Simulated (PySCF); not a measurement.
# [Ce(NH3)]3+: other functionals and bases at one geometry

How far do other levels of theory move the description of [Ce(NH3)]3+, and what does each cost? It is a constructed species; whether it can be made isn't addressed.

The runs use PySCF 2.14.0; several levels, as the steps say, no spin–orbit coupling.

3 further runs of the same task are left out: 2 for a known fault of the program, 1 that didn't finish.

## (1) Starting geometry

5 atoms, charge 3, spin multiplicity 1.

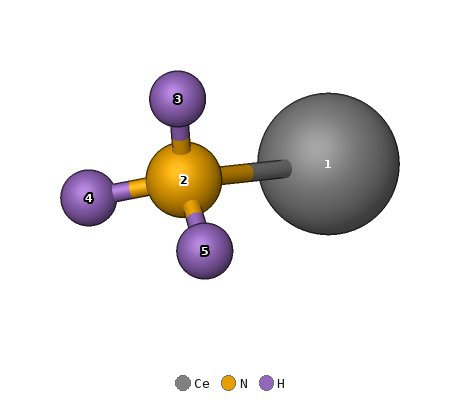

The structure; cerium grey, nitrogen amber, hydrogen purple; atoms are numbered from 1 in the order of the file.

As a file:

```csv
atom,x (Å),y (Å),z (Å)
Ce1,0.0000,0.0000,-0.2030
N2,0.0000,0.0000,2.2511
H3,0.9398,0.0000,2.7077
H4,-0.4700,0.8139,2.7077
H5,-0.4699,-0.8139,2.7077
```

Formal oxidation states: Ce +3. Each metal's 1 4f electrons lie in its core potential, so multiplicities, spins and levels count the valence alone. An earlier session relaxed this geometry at PBE0, Ce lcecp-1-SVP with ECP47, N def2-SVP, H def2-SVP (singlet, point group C3v).

At PBE0 on the finer grid: E = -87.418332 Eh, HOMO -26.87 eV, LUMO -19.71 eV, Mulliken charge on Ce1 +2.53 e, largest force component 0.004 eV/Å. 

Levels to run: TPSS; r2SCAN; CAM-B3LYP; M06-L; PBE0, TZVP; PBE0, SVP. Hardware: 2 threads of Intel Xeon Platinum 8375C at 2.90GHz (Ice Lake), shared host.

## (2) TPSS

File run.py (the lines that set the calculation):

```python
mol = gto.M(atom='''
Ce     0.00000     0.00000    -0.20299
N      0.00000     0.00000     2.25109
H      0.93985     0.00004     2.70768
H     -0.46996     0.81392     2.70768
H     -0.46990    -0.81395     2.70768''',
    basis={'Ce': 'lcecp-1-SVP', 'N': 'def2-SVP', 'H': 'def2-SVP'},
    ecp={'Ce': 'lcecp-1-SVP'},
    charge=3, spin=0)
mf = dft.RKS(mol, xc='TPSS')
mf.grids.atom_grid = (75, 302)  # f atoms: unpruned, at least (60, 302)
mf = mf.density_fit()  # fitting sets: Ce AutoAux, N def2-universal-JKFIT, H def2-universal-JKFIT
mf.conv_tol = 1e-08; mf.max_cycle = 55
mf.kernel(dm0)  # dm0: the density of the relaxed state
```

Started as:

```sh
$ OMP_NUM_THREADS=2 python run.py
```

The log of the run:

```text
init E= -87.5050810700813
  HOMO = -0.936386957735994  LUMO = -0.755057076312218  gap/eV = 4.93424
cycle= 1 E= -87.5058299443495  delta_E= -0.000749  |g|= 0.0138  |ddm|= 0.107
  HOMO = -0.941914604011068  LUMO = -0.750759813391324  gap/eV = 5.20159
cycle= 2 E= -87.5057186684767  delta_E= 0.000111  |g|= 0.026  |ddm|= 0.0538
  HOMO = -0.938370073451196  LUMO = -0.75190833208757  gap/eV = 5.07388
cycle= 3 E= -87.5059056630713  delta_E= -0.000187  |g|= 0.00248  |ddm|= 0.0254
  HOMO = -0.938418375161817  LUMO = -0.752538385729175  gap/eV = 5.05805
cycle= 4 E= -87.5059080412643  delta_E= -2.38e-06  |g|= 0.000222  |ddm|= 0.00477
  HOMO = -0.938407645499524  LUMO = -0.752538321792075  gap/eV = 5.05776
cycle= 5 E= -87.50590805462  delta_E= -1.34e-08  |g|= 3.35e-05  |ddm|= 0.000269
  HOMO = -0.938406928105863  LUMO = -0.75253082190623  gap/eV = 5.05795
cycle= 6 E= -87.5059080549593  delta_E= -3.39e-10  |g|= 5.42e-06  |ddm|= 5.55e-05
  HOMO = -0.938407326531749  LUMO = -0.7525318787616  gap/eV = 5.05793
Extra cycle  E= -87.505908054963  delta_E= -3.74e-12  |g|= 4.3e-06  |ddm|= 1.15e-05
converged SCF energy = -87.505908054963
```

It took 3.4 s on 2 threads of Intel Xeon Platinum 8375C at 2.90GHz (Ice Lake), shared host.

Read off: E = -87.505908 Eh, HOMO -25.54 eV, LUMO -20.48 eV, Mulliken charge on Ce1 +2.50 e, largest force component 0.267 eV/Å. 

## (3) r2SCAN

Edit run.py (the lines that set the calculation) of step 2 so:

```diff
@@ -9,3 +9,3 @@
     charge=3, spin=0)
-mf = dft.RKS(mol, xc='TPSS')
+mf = dft.RKS(mol, xc='R2SCAN')
 mf.grids.atom_grid = (75, 302)  # f atoms: unpruned, at least (60, 302)
```

Started as:

```sh
$ OMP_NUM_THREADS=2 python run.py
```

The log of the run:

```text
init E= -87.4696450473543
  HOMO = -0.945179157629479  LUMO = -0.738024545418778  gap/eV = 5.63696
cycle= 1 E= -87.4700075785111  delta_E= -0.000363  |g|= 0.00562  |ddm|= 0.0694
  HOMO = -0.944621514919419  LUMO = -0.73531404886787  gap/eV = 5.69555
cycle= 2 E= -87.4700152225509  delta_E= -7.64e-06  |g|= 0.0028  |ddm|= 0.0163
  HOMO = -0.944429412971111  LUMO = -0.736148707851565  gap/eV = 5.66761
cycle= 3 E= -87.470018339036  delta_E= -3.12e-06  |g|= 0.00104  |ddm|= 0.00606
  HOMO = -0.944616989964594  LUMO = -0.73611916533203  gap/eV = 5.67351
cycle= 4 E= -87.4700185942158  delta_E= -2.55e-07  |g|= 0.000333  |ddm|= 0.00115
  HOMO = -0.944571505977443  LUMO = -0.736124555124369  gap/eV = 5.67213
cycle= 5 E= -87.4700186181591  delta_E= -2.39e-08  |g|= 2.55e-05  |ddm|= 0.000262
  HOMO = -0.944574802924315  LUMO = -0.736119342546378  gap/eV = 5.67236
cycle= 6 E= -87.4700186183576  delta_E= -1.99e-10  |g|= 4.32e-06  |ddm|= 4.58e-05
  HOMO = -0.944572730314071  LUMO = -0.736119669569074  gap/eV = 5.67230
Extra cycle  E= -87.4700186183531  delta_E= 4.55e-12  |g|= 6.34e-06  |ddm|= 1.3e-05
converged SCF energy = -87.4700186183531
```

Run time: 3.1 s. Hardware: 2 threads of Intel Xeon Platinum 8375C at 2.90GHz (Ice Lake), shared host.

Result: E = -87.470019 Eh, HOMO -25.70 eV, LUMO -20.03 eV, Mulliken charge on Ce1 +2.53 e, largest force component 0.112 eV/Å. 

## (4) CAM-B3LYP

Edit run.py (the lines that set the calculation) of step 3 so:

```diff
@@ -9,3 +9,3 @@
     charge=3, spin=0)
-mf = dft.RKS(mol, xc='R2SCAN')
+mf = dft.RKS(mol, xc='CAMB3LYP')
 mf.grids.atom_grid = (75, 302)  # f atoms: unpruned, at least (60, 302)
```

Started as:

```sh
$ OMP_NUM_THREADS=2 python run.py
```

The log of the run:

```text
init E= -87.4202157033936
  HOMO = -1.03731992409504  LUMO = -0.681107886425218  gap/eV = 9.69302
cycle= 1 E= -87.4208083881638  delta_E= -0.000593  |g|= 0.0234  |ddm|= 0.0834
  HOMO = -1.03010207955695  LUMO = -0.684569153352962  gap/eV = 9.40243
cycle= 2 E= -87.4207739105252  delta_E= 3.45e-05  |g|= 0.0276  |ddm|= 0.0407
  HOMO = -1.03539200976763  LUMO = -0.684224055105554  gap/eV = 9.55577
cycle= 3 E= -87.4209367081566  delta_E= -0.000163  |g|= 0.000769  |ddm|= 0.0194
  HOMO = -1.03535048179001  LUMO = -0.684301946818214  gap/eV = 9.55252
cycle= 4 E= -87.4209372159655  delta_E= -5.08e-07  |g|= 0.000191  |ddm|= 0.00265
  HOMO = -1.03537303083961  LUMO = -0.684351537919633  gap/eV = 9.55178
cycle= 5 E= -87.42093724513  delta_E= -2.92e-08  |g|= 5.67e-05  |ddm|= 0.000672
  HOMO = -1.03536177851833  LUMO = -0.684355840680738  gap/eV = 9.55136
cycle= 6 E= -87.4209372478094  delta_E= -2.68e-09  |g|= 8.16e-06  |ddm|= 0.000217
  HOMO = -1.03536236364308  LUMO = -0.684354267769931  gap/eV = 9.55142
Extra cycle  E= -87.4209372478734  delta_E= -6.4e-11  |g|= 3.16e-06  |ddm|= 2.65e-05
converged SCF energy = -87.4209372478734
```

Wall time 2.5 s (2 threads of Intel Xeon Platinum 8375C at 2.90GHz (Ice Lake), shared host).

Read off: E = -87.420937 Eh, HOMO -28.17 eV, LUMO -18.62 eV, Mulliken charge on Ce1 +2.54 e, largest force component 0.070 eV/Å. 

## (5) M06-L

Edit run.py (the lines that set the calculation) of step 4 so:

```diff
@@ -9,3 +9,3 @@
     charge=3, spin=0)
-mf = dft.RKS(mol, xc='CAMB3LYP')
+mf = dft.RKS(mol, xc='M06L')
 mf.grids.atom_grid = (75, 302)  # f atoms: unpruned, at least (60, 302)
```

Started as:

```sh
$ OMP_NUM_THREADS=2 python run.py
```

The log of the run:

```text
init E= -87.4935276584774
  HOMO = -0.945510494959375  LUMO = -0.740072772222777  gap/eV = 5.59025
cycle= 1 E= -87.4954015035965  delta_E= -0.00187  |g|= 0.011  |ddm|= 0.162
  HOMO = -0.939736652331103  LUMO = -0.737516774393611  gap/eV = 5.50268
cycle= 2 E= -87.4953846491584  delta_E= 1.69e-05  |g|= 0.0135  |ddm|= 0.0188
  HOMO = -0.942014146767072  LUMO = -0.737427085412805  gap/eV = 5.56710
cycle= 3 E= -87.4954239814724  delta_E= -3.93e-05  |g|= 0.00307  |ddm|= 0.0124
  HOMO = -0.941572427305534  LUMO = -0.737656792180161  gap/eV = 5.54883
cycle= 4 E= -87.4954263059936  delta_E= -2.32e-06  |g|= 0.000439  |ddm|= 0.00354
  HOMO = -0.941648021266168  LUMO = -0.737641325163988  gap/eV = 5.55130
cycle= 5 E= -87.4954263656703  delta_E= -5.97e-08  |g|= 4.11e-05  |ddm|= 0.000638
  HOMO = -0.941644463549057  LUMO = -0.737630561906147  gap/eV = 5.55150
cycle= 6 E= -87.495426366223  delta_E= -5.53e-10  |g|= 1.04e-05  |ddm|= 7.23e-05
  HOMO = -0.941642662304378  LUMO = -0.737634445696039  gap/eV = 5.55135
Extra cycle  E= -87.4954263662277  delta_E= -4.69e-12  |g|= 1.22e-05  |ddm|= 3.48e-05
converged SCF energy = -87.4954263662277
```

Run time: 3.1 s. Hardware: 2 threads of Intel Xeon Platinum 8375C at 2.90GHz (Ice Lake), shared host.

It gives: E = -87.495426 Eh, HOMO -25.62 eV, LUMO -20.07 eV, Mulliken charge on Ce1 +2.56 e, largest force component 0.250 eV/Å. 

## (6) PBE0, TZVP

Basis: Ce lcecp-1-TZVP with ECP47, N def2-TZVP, H def2-TZVP. 

File run.py (the lines that set the calculation):

```python
mol = gto.M(atom='''
Ce     0.00000     0.00000    -0.20299
N      0.00000     0.00000     2.25109
H      0.93985     0.00004     2.70768
H     -0.46996     0.81392     2.70768
H     -0.46990    -0.81395     2.70768''',
    basis={'Ce': 'lcecp-1-TZVP', 'N': 'def2-TZVP', 'H': 'def2-TZVP'},
    ecp={'Ce': 'lcecp-1-TZVP'},
    charge=3, spin=0)
mf = dft.RKS(mol, xc='PBE0')
mf.grids.atom_grid = (75, 302)  # f atoms: unpruned, at least (60, 302)
mf = mf.density_fit()  # fitting sets: Ce AutoAux, N def2-universal-JKFIT, H def2-universal-JKFIT
mf.conv_tol = 1e-08; mf.max_cycle = 55
mf.kernel(dm0)  # dm0: free metal ions and neutral atoms
```

Started as:

```sh
$ OMP_NUM_THREADS=2 python run.py
```

The log of the run:

```text
init E= -79.7334417451342
  HOMO = -1.5154440454162  LUMO = -0.936487169849486  gap/eV = 15.75422
cycle= 1 E= -85.1657813489756  delta_E= -5.43  |g|= 3.75  |ddm|= 1.99
cycle= 2 E= -75.8655573112214  delta_E=  9.3  |g|= 3.65  |ddm|= 3.46
  HOMO = -1.08878817096369  LUMO = -0.981541906093696  gap/eV = 2.91832
cycle= 3 E= -86.2638521470524  delta_E= -10.4  |g|= 2.12  |ddm|= 3.87
  HOMO = -1.25501015376192  LUMO = -0.669218613244824  gap/eV = 15.94020
cycle= 4 E= -87.1837450021404  delta_E= -0.92  |g|= 1.09  |ddm|= 1.64
  HOMO = -0.963836458382517  LUMO = -0.730280419385076  gap/eV = 6.35538
cycle= 5 E= -87.4716985840572  delta_E= -0.288  |g|= 0.247  |ddm|= 1.12
  HOMO = -0.978678233430919  LUMO = -0.721039235096931  gap/eV = 7.01071
cycle= 6 E= -87.4854229206717  delta_E= -0.0137  |g|= 0.0489  |ddm|= 0.238
  HOMO = -0.984590020050462  LUMO = -0.724788438080843  gap/eV = 7.06956
cycle= 7 E= -87.486032019149  delta_E= -0.000609  |g|= 0.00583  |ddm|= 0.066
  HOMO = -0.98438272843697  LUMO = -0.722025765657571  gap/eV = 7.13910
cycle= 8 E= -87.4860437938346  delta_E= -1.18e-05  |g|= 0.00157  |ddm|= 0.0106
  HOMO = -0.984639644386583  LUMO = -0.722010773918248  gap/eV = 7.14650
cycle= 9 E= -87.4860443409947  delta_E= -5.47e-07  |g|= 0.00018  |ddm|= 0.000952
  HOMO = -0.984659235484486  LUMO = -0.722026716790608  gap/eV = 7.14659
cycle= 10 E= -87.4860443505144  delta_E= -9.52e-09  |g|= 2.95e-05  |ddm|= 0.000242
  HOMO = -0.984648896360369  LUMO = -0.722024222493049  gap/eV = 7.14638
Extra cycle  E= -87.486044350581  delta_E= -6.66e-11  |g|= 3e-05  |ddm|= 4.87e-05
converged SCF energy = -87.486044350581
```

Run time: 5.2 s. Hardware: 2 threads of Intel Xeon Platinum 8375C at 2.90GHz (Ice Lake), shared host.

It gives: E = -87.486044 Eh, HOMO -26.79 eV, LUMO -19.65 eV, Mulliken charge on Ce1 +2.59 e, largest force component 0.292 eV/Å. 

## (7) PBE0, SVP

Basis: Ce def2-SVP with ECP28, N def2-SVP, H def2-SVP. The 4f electrons are now in the valence.

File run.py (the lines that set the calculation):

```python
mol = gto.M(atom='''
Ce     0.00000     0.00000    -0.20299
N      0.00000     0.00000     2.25109
H      0.93985     0.00004     2.70768
H     -0.46996     0.81392     2.70768
H     -0.46990    -0.81395     2.70768''',
    basis={'Ce': 'def2-SVP', 'N': 'def2-SVP', 'H': 'def2-SVP'},
    ecp={'Ce': 'def2-SVP'},
    charge=3, spin=1)
mf = dft.UKS(mol, xc='PBE0')
mf.grids.atom_grid = (75, 302)  # f atoms: unpruned, at least (60, 302)
mf = mf.density_fit()  # fitting sets: Ce def2-universal-JKFIT, N def2-universal-JKFIT, H def2-universal-JKFIT
mf.conv_tol = 1e-08; mf.max_cycle = 55
mf.kernel(dm0)  # dm0: free metal ions and neutral atoms
```

Started as:

```sh
$ OMP_NUM_THREADS=2 python run.py
```

The log of the run:

```text
init E= -529.790529491996
  HOMO = -0.990429242439  LUMO = -0.933641689561  gap/eV = 1.54527
cycle= 1 E= -530.113134078298  delta_E= -0.323  |g|= 0.362  |ddm|= 1.43
  HOMO = -0.890516535927  LUMO = -0.663841460565  gap/eV = 6.16814
cycle= 2 E= -530.148183821801  delta_E= -0.035  |g|= 0.329  |ddm|= 0.627
  HOMO = -0.995864752646  LUMO = -0.772573534006  gap/eV = 6.07606
cycle= 3 E= -530.180961519978  delta_E= -0.0328  |g|= 0.0488  |ddm|= 0.264
  HOMO = -0.989314315659  LUMO = -0.788796827215  gap/eV = 5.45636
cycle= 4 E= -530.181659165769  delta_E= -0.000698  |g|= 0.0286  |ddm|= 0.0602
  HOMO = -0.995381275067  LUMO = -0.784498733595  gap/eV = 5.73841
cycle= 5 E= -530.181940190986  delta_E= -0.000281  |g|= 0.00954  |ddm|= 0.0245
  HOMO = -0.994351658355  LUMO = -0.787021777373  gap/eV = 5.64173
cycle= 6 E= -530.181984414096  delta_E= -4.42e-05  |g|= 0.00301  |ddm|= 0.0113
  HOMO = -0.994924013194  LUMO = -0.786774960461  gap/eV = 5.66402
cycle= 7 E= -530.181994550585  delta_E= -1.01e-05  |g|= 0.00156  |ddm|= 0.00414
  HOMO = -0.995157017197  LUMO = -0.786901428052  gap/eV = 5.66692
cycle= 8 E= -530.182006314447  delta_E= -1.18e-05  |g|= 0.00115  |ddm|= 0.00687
  HOMO = -0.995224494509  LUMO = -0.787134051707  gap/eV = 5.66243
cycle= 9 E= -530.182015462145  delta_E= -9.15e-06  |g|= 0.000918  |ddm|= 0.00675
  HOMO = -0.995254805475  LUMO = -0.786910965827  gap/eV = 5.66932
cycle= 10 E= -530.182026355754  delta_E= -1.09e-05  |g|= 0.000592  |ddm|= 0.0105
  HOMO = -0.995246607082  LUMO = -0.786775372686  gap/eV = 5.67279
cycle= 11 E= -530.182033694572  delta_E= -7.34e-06  |g|= 0.000251  |ddm|= 0.0152
  HOMO = -0.995217625422  LUMO = -0.786824414417  gap/eV = 5.67067
cycle= 12 E= -530.182033947777  delta_E= -2.53e-07  |g|= 0.000123  |ddm|= 0.00238
  HOMO = -0.995205569633  LUMO = -0.786866668488  gap/eV = 5.66919
cycle= 13 E= -530.182033982438  delta_E= -3.47e-08  |g|= 4.42e-05  |ddm|= 0.000832
  HOMO = -0.995201599757  LUMO = -0.786853695577  gap/eV = 5.66944
cycle= 14 E= -530.182033988985  delta_E= -6.55e-09  |g|= 3.14e-05  |ddm|= 0.000129
  HOMO = -0.995202314148  LUMO = -0.786859018537  gap/eV = 5.66931
Extra cycle  E= -530.182033995659  delta_E= -6.67e-09  |g|= 3.09e-05  |ddm|= 0.000113
converged SCF energy = -530.182033995659  <S^2> = 0.75260233  2S+1 = 2.0026006
```

It took 14 s on 2 threads of Intel Xeon Platinum 8375C at 2.90GHz (Ice Lake), shared host.

It gives: E = -530.182034 Eh, HOMO -27.08 eV, LUMO -22.13 eV (over both spins), ⟨S²⟩ = 0.753, Mulliken charge on Ce1 +2.51 e, largest force component 0.687 eV/Å. 

## (8) All levels side by side

| level | state | HOMO (eV) | gap (eV) | charge on Ce1 (e) | dipole (D) | largest force (eV/Å) | basis functions | time |
| --- | --- | --- | --- | --- | --- | --- | --- | --- |
| PBE0 (relaxed here) | singlet | -26.87 | 7.15 | 2.53 | 3.14 | 0.00 | 62 | 3.6 s |
| TPSS | singlet | -25.54 | 5.06 | 2.50 | 3.32 | 0.27 | 62 | 3.4 s |
| r2SCAN | singlet | -25.70 | 5.67 | 2.53 | 3.20 | 0.11 | 62 | 3.1 s |
| CAM-B3LYP | singlet | -28.17 | 9.55 | 2.54 | 2.97 | 0.07 | 62 | 2.5 s |
| M06-L | singlet | -25.62 | 5.55 | 2.56 | 3.02 | 0.25 | 62 | 3.1 s |
| PBE0, TZVP | singlet | -26.79 | 7.15 | 2.59 | 3.24 | 0.29 | 96 | 5.2 s |
| PBE0, SVP | doublet | -27.08 | 4.95 | 2.51 | 3.46 | 0.69 | 107 | 14 s |

Times are on 2 threads of Intel Xeon Platinum 8375C at 2.90GHz (Ice Lake), shared host; the first row also made further properties. The dipole of a charged species depends on the origin, so these sizes hold for this origin alone.

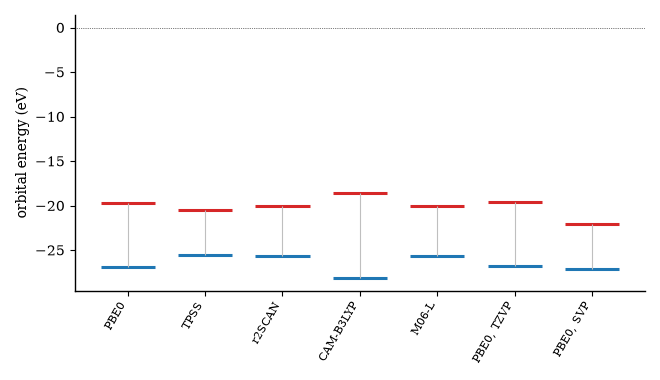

Highest filled and lowest empty level, method by method.

In one basis the HOMO–LUMO gap runs from 5.06 eV (TPSS) to 9.55 eV (CAM-B3LYP). The largest leftover force, 0.69 eV/Å with PBE0, SVP, stands at a geometry relaxed at another level. The Mulliken charge on Ce spans +2.50 to +2.59 e over the levels. With 4f in the core, its levels are missing from HOMO and gap. Total energies of different levels can't be compared. Spin–orbit coupling is left out throughout.
